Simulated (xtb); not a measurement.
**Run report: C4H10Zn, energy and gradient calculation**

- system: C4H10Zn (ZnMe(nPr)), SMILES CC[CH2][Zn][CH3]
- method: GFN2-xTB (xtb 6.7.1)

The geometry comes from this level: GFN2-xTB.

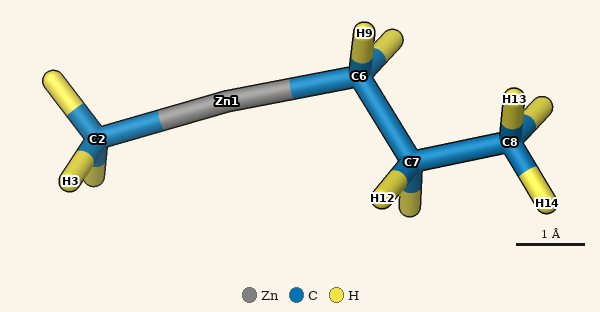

**Figure 1.** The input geometry (stick view, seen at a tilt; atoms are numbered from 1 in the order of the input). Sticks mark near contacts.

**Input (start.xyz)**
```
15

Zn     0.50349000     0.56516000     1.48843000
C      0.42445000     0.47129000     3.53895000
H      0.61310000    -0.53707000     3.89673000
H     -0.55002000     0.76996000     3.91498000
H      1.16185000     1.12032000     4.00247000
C      0.46459000     0.51754000    -0.57336000
C     -0.49111000    -0.55067000    -1.10925000
C     -0.51020000    -0.56252000    -2.63813000
H      1.45956000     0.31937000    -0.97753000
H      0.16036000     1.48388000    -0.98085000
H     -1.50700000    -0.36580000    -0.74800000
H     -0.18914000    -1.54037000    -0.75486000
H      0.48540000    -0.76407000    -3.02857000
H     -1.18734000    -1.32895000    -3.01004000
H     -0.83798000     0.40194000    -3.02097000
```

Machine: 1 thread of Intel Xeon @ 2.90GHz (Ice Lake), 192 GiB of memory available, shared host.

Command:
```bash
xtb start.xyz --json --grad --gfn 2 | tee run.log
```

**Output**
```
* xtb version 6.7.1
   ID    Z sym.   atoms
    1   30 Zn     1
    2    6 C      2, 6-8
    3    1 H      3-5, 9-15

           -------------------------------------------------
          |                Calculation Setup                |
           -------------------------------------------------

          program call               : xtb start.xyz --json --grad --gfn 2
          coordinate file            : start.xyz
          omp threads                :                     1

           -------------------------------------------------
          |                 G F N 2 - x T B                 |
           -------------------------------------------------

      * Hamiltonian:
        H0-scaling (s, p, d)           1.850000    2.230000    2.230000
        zeta-weighting                 0.500000
      * Dispersion:
        s8                             2.700000
        a1                             0.520000
        a2                             5.000000
        s9                             5.000000
      * Repulsion:
        kExp                           1.500000    1.000000
        rExp                           1.000000
      * Coulomb:
        alpha                          2.000000
        third order                    shell-resolved
        anisotropic                    true
        a3                             3.000000
        a5                             4.000000
        cn-shift                       1.200000
        cn-exp                         4.000000
        max-rad                        5.000000

          ...................................................
          :                      SETUP                      :
          :.................................................:
          :  # basis functions                  30          :
          :  # atomic orbitals                  30          :
          :  # shells                           20          :
          :  # electrons                        28          :
          :  max. iterations                   250          :
          :  Hamiltonian                  GFN2-xTB          :
          :  restarted?                      false          :
          :  GBSA solvation                  false          :
          :  PC potential                    false          :
          :  electronic temp.          300.0000000     K    :
          :  accuracy                    1.0000000          :
          :  -> integral cutoff          0.2500000E+02      :
          :  -> integral neglect         0.1000000E-07      :
          :  -> SCF convergence          0.1000000E-05 Eh   :
          :  -> wf. convergence          0.1000000E-03 e    :
          :  Broyden damping             0.4000000          :
          :  net charge                          0          :
          :  unpaired electrons                  0          :
          ...................................................

 iter      E             dE          RMSdq      gap      omega  full diag
   1    -14.2693838 -0.142694E+02  0.967E+00    4.23       0.0  T
   2    -14.3102360 -0.408522E-01  0.325E+00    4.93       1.0  T
   3    -14.2891612  0.210748E-01  0.330E+00    3.95       1.0  T
   4    -14.3486918 -0.595306E-01  0.570E-01    4.30       1.0  T
   5    -14.3488525 -0.160669E-03  0.268E-01    4.36       1.0  T
   6    -14.3498201 -0.967600E-03  0.824E-02    4.36       1.0  T
   7    -14.3498406 -0.204924E-04  0.314E-02    4.36       1.0  T
   8    -14.3498403  0.281535E-06  0.124E-02    4.36       2.1  T
   9    -14.3498412 -0.915540E-06  0.321E-03    4.36       8.0  T
  10    -14.3498412 -0.129562E-07  0.179E-03    4.36      14.4  T
  11    -14.3498412 -0.134714E-08  0.455E-04    4.36      56.7  T
  12    -14.3498412 -0.391292E-09  0.130E-04    4.36     199.2  T

   *** convergence criteria satisfied after 12 iterations ***

         #    Occupation            Energy/Eh            Energy/eV
      -------------------------------------------------------------
         1        2.0000           -0.6066449             -16.5076
       ...           ...                  ...                  ...
         8        2.0000           -0.4524108             -12.3107
         9        2.0000           -0.4517994             -12.2941
        10        2.0000           -0.4489093             -12.2154
        11        2.0000           -0.4412097             -12.0059
        12        2.0000           -0.4280413             -11.6476
        13        2.0000           -0.4176076             -11.3637
        14        2.0000           -0.3457146              -9.4074 (HOMO)
        15                         -0.1854448              -5.0462 (LUMO)
        16                         -0.0741319              -2.0172
        17                         -0.0707807              -1.9260
        18                          0.1301925               3.5427
        19                          0.1427632               3.8848
       ...                                ...                  ...
        30                          0.8574833              23.3333
      -------------------------------------------------------------
                  HL-Gap            0.1602698 Eh            4.3612 eV
             Fermi-level           -0.2655797 Eh           -7.2268 eV

 SCC (total)                   0 d,  0 h,  0 min,  0.007 sec
 SCC setup                      ...        0 min,  0.000 sec (  1.584%)
 Dispersion                     ...        0 min,  0.000 sec (  0.990%)
 classical contributions        ...        0 min,  0.000 sec (  0.380%)
 integral evaluation            ...        0 min,  0.001 sec ( 18.847%)
 iterations                     ...        0 min,  0.004 sec ( 50.833%)
 molecular gradient             ...        0 min,  0.002 sec ( 25.952%)
 printout                       ...        0 min,  0.000 sec (  1.247%)

         :::::::::::::::::::::::::::::::::::::::::::::::::::::
         ::                     SUMMARY                     ::
         :::::::::::::::::::::::::::::::::::::::::::::::::::::
         :: total energy             -14.148717463947 Eh    ::
         :: gradient norm              0.000346257284 Eh/a0 ::
         :: HOMO-LUMO gap              4.361163469572 eV    ::
         ::.................................................::
         :: SCC energy               -14.349853101805 Eh    ::
         :: -> isotropic ES            0.035526416959 Eh    ::
         :: -> anisotropic ES          0.005385965241 Eh    ::
         :: -> anisotropic XC          0.009263070461 Eh    ::
         :: -> dispersion             -0.006967224899 Eh    ::
         :: repulsion energy           0.201135637858 Eh    ::
         :: add. restraining           0.000000000000 Eh    ::
         :: total charge              -0.000000000000 e     ::
         :::::::::::::::::::::::::::::::::::::::::::::::::::::

           -------------------------------------------------
          |                Property Printout                |
           -------------------------------------------------

    * Orbital Energies and Occupations

         #    Occupation            Energy/Eh            Energy/eV
      -------------------------------------------------------------
         1        2.0000           -0.6066449             -16.5076
         2        2.0000           -0.5714395             -15.5497
         3        2.0000           -0.5613628             -15.2755
         4        2.0000           -0.5446617             -14.8210
         5        2.0000           -0.5014200             -13.6443
         6        2.0000           -0.4828356             -13.1386
         7        2.0000           -0.4661781             -12.6854
         8        2.0000           -0.4524108             -12.3107
         9        2.0000           -0.4517994             -12.2941
        10        2.0000           -0.4489093             -12.2154
        11        2.0000           -0.4412097             -12.0059
        12        2.0000           -0.4280413             -11.6476
        13        2.0000           -0.4176076             -11.3637
        14        2.0000           -0.3457146              -9.4074 (HOMO)
        15                         -0.1854448              -5.0462 (LUMO)
        16                         -0.0741319              -2.0172
        17                         -0.0707807              -1.9260
        18                          0.1301925               3.5427
        19                          0.1427632               3.8848
        20                          0.1511815               4.1139
        21                          0.1680946               4.5741
        22                          0.1851394               5.0379
        23                          0.1923965               5.2354
        24                          0.2291027               6.2342
        25                          0.2294871               6.2447
       ...                                ...                  ...
        30                          0.8574833              23.3333
      -------------------------------------------------------------
                  HL-Gap            0.1602698 Eh            4.3612 eV
             Fermi-level           -0.2655797 Eh           -7.2268 eV

     #   Z          covCN         q      C6AA      α(0)
     1  30 Zn       1.642     0.244   122.311    21.604
     2   6 C        3.593    -0.216    25.547     7.320
     3   1 H        0.925     0.032     2.561     2.503
     4   1 H        0.925     0.032     2.560     2.502
     5   1 H        0.925     0.032     2.561     2.503
     6   6 C        3.641    -0.168    24.169     7.069
     7   6 C        3.805    -0.043    21.348     6.577
     8   6 C        3.752    -0.099    22.455     6.758
     9   1 H        0.924     0.027     2.626     2.534
    10   1 H        0.924     0.027     2.624     2.533
    11   1 H        0.924     0.021     2.722     2.580
    12   1 H        0.924     0.021     2.721     2.580
    13   1 H        0.925     0.032     2.557     2.501
    14   1 H        0.925     0.027     2.630     2.536
    15   1 H        0.925     0.032     2.558     2.501

 Mol. C6AA /au·bohr⁶  :       2139.410273
 Mol. C8AA /au·bohr⁸  :      65380.614969
 Mol. α(0) /au        :         74.600732

Wiberg/Mayer (AO) data.
largest (>0.10) Wiberg bond orders for each atom

 ---------------------------------------------------------------------------
     #   Z sym  total        # sym  WBO       # sym  WBO       # sym  WBO
 ---------------------------------------------------------------------------
     1  30 Zn   1.610 --     2 C    0.731     6 C    0.699
     2   6 C    3.947 --     5 H    0.971     4 H    0.969     3 H    0.969
                             1 Zn   0.731     6 C    0.297
     3   1 H    0.999 --     2 C    0.969
     4   1 H    0.999 --     2 C    0.969
     5   1 H    0.999 --     2 C    0.971
     6   6 C    3.958 --     7 C    1.011    10 H    0.964     9 H    0.964
                             1 Zn   0.699     2 C    0.297
     7   6 C    3.998 --     6 C    1.011     8 C    1.009    12 H    0.974
                            11 H    0.974
     8   6 C    3.990 --     7 C    1.009    15 H    0.988    13 H    0.988
                            14 H    0.987
     9   1 H    0.999 --     6 C    0.964
    10   1 H    0.999 --     6 C    0.964
    11   1 H    1.000 --     7 C    0.974
    12   1 H    1.000 --     7 C    0.974
    13   1 H    0.999 --     8 C    0.988
    14   1 H    0.998 --     8 C    0.987
    15   1 H    0.999 --     8 C    0.988
 ---------------------------------------------------------------------------

Topologies differ in total number of bonds
Writing topology from bond orders to xtbtopo.mol

molecular dipole:
                 x           y           z       tot (Debye)
 q only:        0.056       0.064       0.037
   full:        0.034       0.039      -0.006       0.133
molecular quadrupole (traceless):
                xx          xy          yy          xz          yz          zz
 q only:        1.365       0.105       1.394       0.074       0.092      -2.759
  q+dip:        0.943      -0.334       0.870      -0.237      -0.255      -1.813
   full:        1.860      -0.118       1.836      -0.057      -0.057      -3.696

           -------------------------------------------------
          | TOTAL ENERGY              -14.148717463947 Eh   |
          | GRADIENT NORM               0.000346257284 Eh/α |
          | HOMO-LUMO GAP               4.361163469572 eV   |
           -------------------------------------------------

------------------------------------------------------------------------
------------------------------------------------------------------------
 total:
 *  cpu-time:     0 d,  0 h,  0 min,  0.018 sec
 * ratio c/w:     1.000 speedup
 SCF:
 *  cpu-time:     0 d,  0 h,  0 min,  0.008 sec
 * ratio c/w:     1.000 speedup
```

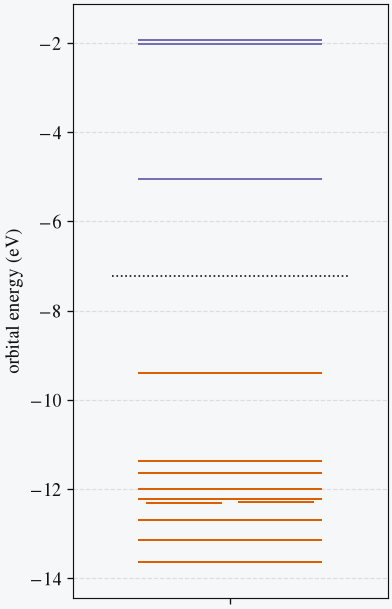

**Figure 2.** Orbital energies near the frontier; the dotted line parts filled from empty levels, and levels within 0.02 eV of each other stand side by side. Highest filled −9.41 eV, lowest empty −5.05 eV, 4.36 eV apart.

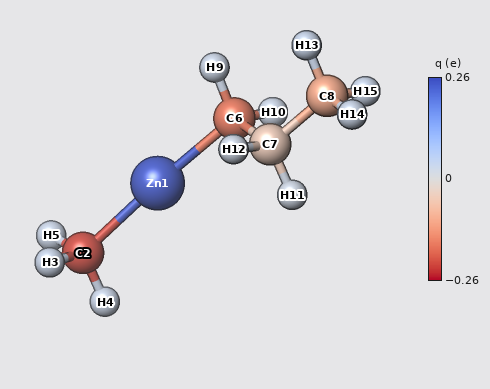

**Figure 3.** Mulliken charges, as the colour of each atom (ball-and-stick view, seen at a tilt; atoms are numbered from 1 in the order of the input). By element: Zn +0.24, C −0.22 to −0.04 and H +0.02 to +0.03 e.

**Summary**

| quantity | value |
| --- | --- |
| outcome | converged |
| electrons treated | 28 |
| total energy | −14.148717 hartree |
| dispersion energy | −0.006967 hartree |
| basis functions | 30 |
| largest force | 0.010 eV/Å |
| HOMO | −9.41 eV |
| LUMO | −5.05 eV |
| dipole moment | 0.13 D |
| peak memory | 0.069 GiB |
